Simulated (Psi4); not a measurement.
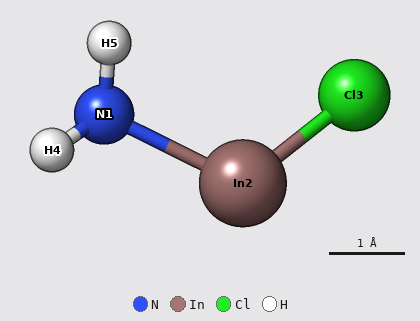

*The structure (ball-and-stick view, seen at a tilt; atoms are numbered from 1 in the order of the input). Sticks mark near contacts.*

Bond lengths as drawn: Cl–In 2.01 Å, H–N 1.01 to 1.02 Å and In–N 2.07 Å.

# Single-point calculation of InNH2Cl (part 1 of 2)

System: InNH2Cl, multiplicity 2, SMILES [NH2][In][Cl].
Method: B3LYP/def2-SVP, UKS, dispersion D3(BJ), core potentials def2 (Psi4 1.11).

### Input file (input.inp)
```
memory 1600 mb

molecule molecule1 {
  0 2
  N      0.24156558     1.24639532    -0.60116345
  In    -0.26677075    -2.58294570     0.04247726
  Cl     2.62955390    -4.17912932     1.92506400
  H     -1.37811868     2.14439318    -1.09778348
  H      0.91222938     2.10546482     0.98186012
  units bohr
  symmetry c1
}

set {
  basis     def2-SVP
  reference uks
}

set reference uhf
set stability_analysis follow
set max_attempts 5
energy("scf")
set reference uks
set stability_analysis none
set guess read
set guess_mix false

result, w = energy("b3lyp-d3bj2b", return_wfn=True)
```

Run on 1 thread of Intel Xeon (Sapphire Rapids), 32 GiB of memory available, shared host.

Launch command:
```bash
psi4 -n 1 input.inp input.out
```

### Output
```
Psi4 1.11 release

   => Loading Basis Set <=

    Name: DEF2-SVP
    Role: ORBITAL
    Keyword: BASIS

    !!!  WARNING: ECP capability is in beta. Please check occupations closely.  !!!

         ---------------------------------------------------------
                                   SCF
                              UHF Reference
                        1 Threads,   1525 MiB Core
         ---------------------------------------------------------

  ==> Geometry <==

    Molecular point group: c1
    Full point group: C1

    Geometry (in Bohr), charge = 0, multiplicity = 2:

       Center              X                  Y                   Z               Mass
    ------------   -----------------  -----------------  -----------------  -----------------
         N           -0.145510503096     3.785364892662    -0.984927124915    14.003074004430
         IN          -0.653846833096    -0.043976127338    -0.341286414915   114.903878776000
         CL           2.242477816904    -1.640159747338     1.541300325085    34.968852682000
         H           -1.765194763096     4.683362752662    -1.481547154915     1.007825032230
         H            0.525153296904     4.644434392662     0.598096445085     1.007825032230

  Running in c1 symmetry.

  Rotational constants: A =      0.40888  B =      0.11265  C =      0.08872 [cm^-1]
  Rotational constants: A =  12257.88977  B =   3377.23943  C =   2659.67028 [MHz]
  Nuclear repulsion =  170.597975678334478

  Charge       = 0
  Multiplicity = 2
  Electrons    = 47
  Nalpha       = 24
  Nbeta        = 23

  ==> Algorithm <==

  SCF Algorithm Type is DF.
  DIIS enabled.
  MOM disabled.
  Fractional occupation disabled.
  Guess Type is SAD.
  Energy threshold   = 1.00e-06
  Density threshold  = 1.00e-06
  Integral threshold = 1.00e-12

  ==> Primary Basis <==

  Basis Set: DEF2-SVP
    Blend: DEF2-SVP
    Number of shells: 30
    Number of basis functions: 68
    Number of Cartesian functions: 72
    Spherical Harmonics?: true
    Max angular momentum: 2

  Core potential: DEF2-SVP
    Number of shells: 4
    Number of ECP primitives: 18
    Number of ECP core electrons: 28
    Max angular momentum: 3

   => Loading Basis Set <=

    Name: (DEF2-SVP AUX)
    Role: JKFIT
    Keyword: DF_BASIS_SCF

  ==> Integral Setup <==

  DFHelper Memory: AOs need 0.018 GiB; user supplied 1.118 GiB.
  SCF_SUBTYPE=INCORE selected. In-core MEM_DF algorithm will be used.
  Using in-core AOs.

  ==> MemDFJK: Density-Fitted J/K Matrices <==

    J tasked:                   Yes
    K tasked:                   Yes
    wK tasked:                   No
    Memory [MiB]:              1144
    Algorithm:                 Core
    Schwarz Cutoff:           1E-12
    Mask sparsity (%):       1.5138
    Fitting Condition:        1E-10

   => Auxiliary Basis Set <=

  Basis Set: (DEF2-SVP AUX)
    Blend: DEF2-UNIVERSAL-JKFIT
    Number of shells: 121
    Number of basis functions: 459
    Number of Cartesian functions: 597
    Spherical Harmonics?: true
    Max angular momentum: 5

  Minimum eigenvalue in the overlap matrix is 1.6937037501E-02.
  Reciprocal condition number of the overlap matrix is 3.6521274755E-03.
    Using symmetric orthogonalization.

  ==> Pre-Iterations <==

  SCF Guess: Superposition of Atomic Densities via on-the-fly atomic UHF (no occupation information).

   -------------------------
    Irrep   Nso     Nmo
   -------------------------
     A         68      68
   -------------------------
    Total      68      68
   -------------------------

  ==> Iterations <==

                           Total Energy        Delta E     RMS |[F,P]|

   @DF-UHF iter SAD:  -702.73862397407606   -7.02739e+02   0.00000e+00
   @DF-UHF iter   1:  -703.95628530663100   -1.21766e+00   8.13709e-03 DIIS/ADIIS
   @DF-UHF iter   2:  -704.05449543061923   -9.82101e-02   5.40024e-03 DIIS/ADIIS
   @DF-UHF iter   3:  -704.11557705538428   -6.10816e-02   6.23863e-04 DIIS/ADIIS
   @DF-UHF iter   4:  -704.11736549415434   -1.78844e-03   2.39940e-04 DIIS/ADIIS
   @DF-UHF iter   5:  -704.11782056486720   -4.55071e-04   1.00616e-04 DIIS/ADIIS
   @DF-UHF iter   6:  -704.11796243706772   -1.41872e-04   6.20592e-05 DIIS
   @DF-UHF iter   7:  -704.11804383668436   -8.13996e-05   3.64635e-05 DIIS
   @DF-UHF iter   8:  -704.11807744315911   -3.36065e-05   1.79637e-05 DIIS
   @DF-UHF iter   9:  -704.11808552706088   -8.08390e-06   5.33987e-06 DIIS
   @DF-UHF iter  10:  -704.11808594641502   -4.19354e-07   2.12073e-06 DIIS
   @DF-UHF iter  11:  -704.11808600697304   -6.05580e-08   7.51271e-07 DIIS
  Energy and wave function converged.

    Wavefunction stable under totally symmetric rotations.
    Lowest totally symmetric eigenvalue: 0.093364
    Lowest UHF->UHF stability eigenvalues:
       A 0.093364

    Stability analysis over.

  ==> Post-Iterations <==

   @Spin Contamination Metric:   1.196787238E-02
   @S^2 Expected:                7.500000000E-01
   @S^2 Observed:                7.619678724E-01
   @S   Expected:                5.000000000E-01
   @S   Observed:                5.000000000E-01

    Orbital Energies [Eh]
    ---------------------

    Alpha Occupied:

       1A   -104.773559     2A    -15.529517     3A    -10.544755
       4A     -8.020912     5A     -8.015753     6A     -8.015505
       7A     -5.400529     8A     -3.659858     9A     -3.657338
      10A     -3.650727    11A     -1.155989    12A     -1.104864
      13A     -1.050257    14A     -1.043357    15A     -1.039702
      16A     -1.024329    17A     -0.997924    18A     -0.615862
      19A     -0.581939    20A     -0.503479    21A     -0.478127
      22A     -0.464458    23A     -0.403109    24A     -0.303485

    Alpha Virtual:

      25A      0.047419    26A      0.113286    27A      0.134077
      28A      0.222758    29A      0.267250    30A      0.282486
      31A      0.289023    32A      0.361826    33A      0.386015
      34A      0.485553    35A      0.490524    36A      0.514255
      37A      0.612952    38A      0.701404    39A      0.830300
      40A      0.883774    41A      0.896311    42A      1.034158
      43A      1.048118    44A      1.059858    45A      1.076267
      46A      1.080433    47A      1.123123    48A      1.158492
      49A      1.193187    50A      1.261380    51A      1.275321
      52A      1.340844    53A      1.597125    54A      1.639851
      55A      1.733388    56A      2.016908    57A      2.054816
      58A      2.452745    59A      2.469366    60A      2.864614
      61A      2.939391    62A      3.117886    63A      3.458511
      64A      3.749898    65A     16.405289    66A     16.700506
      67A     17.653673    68A     61.682398

    Beta Occupied:

       1A   -104.772400     2A    -15.521555     3A    -10.543427
       4A     -8.017577     5A     -8.015115     6A     -8.013957
       7A     -5.395953     8A     -3.657352     9A     -3.655205
      10A     -3.647463    11A     -1.147963    12A     -1.086804
      13A     -1.047340    14A     -1.037847    15A     -1.036277
      16A     -1.015525    17A     -0.991502    18A     -0.610102
      19A     -0.555880    20A     -0.482163    21A     -0.475628
      22A     -0.451986    23A     -0.368012

    Beta Virtual:

      24A      0.020411    25A      0.076792    26A      0.134852
      27A      0.144995    28A      0.247323    29A      0.279987
      30A      0.295505    31A      0.308391    32A      0.376801
      33A      0.425864    34A      0.516061    35A      0.521858
      36A      0.525875    37A      0.634589    38A      0.712208
      39A      0.834858    40A      0.890364    41A      0.902998
      42A      1.039984    43A      1.050325    44A      1.064597
      45A      1.084304    46A      1.093199    47A      1.133750
      48A      1.165172    49A      1.201925    50A      1.263747
      51A      1.288001    52A      1.353326    53A      1.603810
      54A      1.645007    55A      1.736677    56A      2.016764
      57A      2.059158    58A      2.456768    59A      2.482149
      60A      2.880276    61A      2.953394    62A      3.124272
      63A      3.465613    64A      3.754687    65A     16.409483
      66A     16.711278    67A     17.655622    68A     61.683578

    Final Occupation by Irrep:
              A
    DOCC [    23 ]
    SOCC [     1 ]
    NA   [    24 ]
    NB   [    23 ]

  @DF-UHF Final Energy:  -704.11808600697304

   => Energetics <=

    Nuclear Repulsion Energy =            170.5979756783344783
    One-Electron Energy =               -1385.8498116445825872
    Two-Electron Energy =                 511.1337499592750646
    Total Energy =                       -704.1180860069730443

  UHF NO Occupations:
  HONO-2 :   22  A 1.9995457
  HONO-1 :   23  A 1.9951546
  HONO-0 :   24  A 1.0000000
  LUNO+0 :   25  A 0.0048454
  LUNO+1 :   26  A 0.0004543
  LUNO+2 :   27  A 0.0003461
  LUNO+3 :   28  A 0.0001226

Computation Completed

Properties will be evaluated at   0.000000,   0.000000,   0.000000 [a0]

Properties computed using the SCF density matrix

 Multipole Moments:

 ------------------------------------------------------------------------------------
     Multipole            Electronic (a.u.)      Nuclear  (a.u.)        Total (a.u.)
 ------------------------------------------------------------------------------------

 L = 1.  Multiply by 2.5417464519 to convert [e a0] to [Debye]
 Dipole X            :        -22.9234958           22.1327244           -0.7907714
 Dipole Y            :         -7.0040721            7.0191370            0.0150649
 Dipole Z            :        -11.1130796           11.2571502            0.1440706
 Magnitude           :                                                    0.8039295

 ------------------------------------------------------------------------------------

	total time  =          1 seconds =       0.02 minutes

   => Loading Basis Set <=

    Name: DEF2-SVP
    Role: ORBITAL
    Keyword: BASIS

    !!!  WARNING: ECP capability is in beta. Please check occupations closely.  !!!

   => B3LYP-D3(BJ): Empirical Dispersion <=

        s6 =       1.000000
        s8 =       1.988900
        a1 =       0.398100
        a2 =       4.421100

         ---------------------------------------------------------
                                   SCF
                              UKS Reference
                        1 Threads,   1525 MiB Core
         ---------------------------------------------------------

  ==> Geometry <==

    Molecular point group: c1
    Full point group: C1

    Geometry (in Bohr), charge = 0, multiplicity = 2:
```
